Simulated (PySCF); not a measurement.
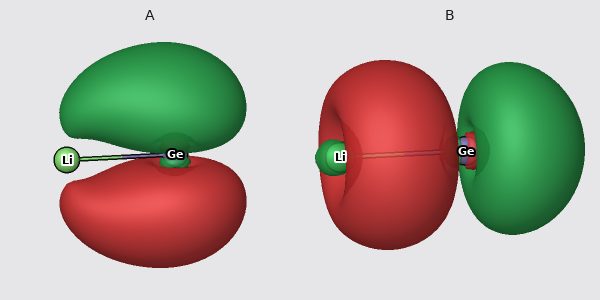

The picture shows: LiGe (quartet). Two frontier α-spin orbitals, each drawn at the value that holds 80 % of its norm (green and red are the two phases), in no order; of a degenerate pair one member is drawn.

All numbers below come from PBE0/cc-pVDZ(-PP), non-relativistic Hamiltonian with scalar-relativistic core potentials where named, at a bond length of 2.421 Å (PySCF).

> Name the orbitals and rank them from lowest to highest energy.

Orbital B: σ, occupied in this spin, −5.30 eV; mainly on Ge (80 %).
Orbital A: π, occupied in this spin, −4.48 eV; mainly on Ge (85 %).
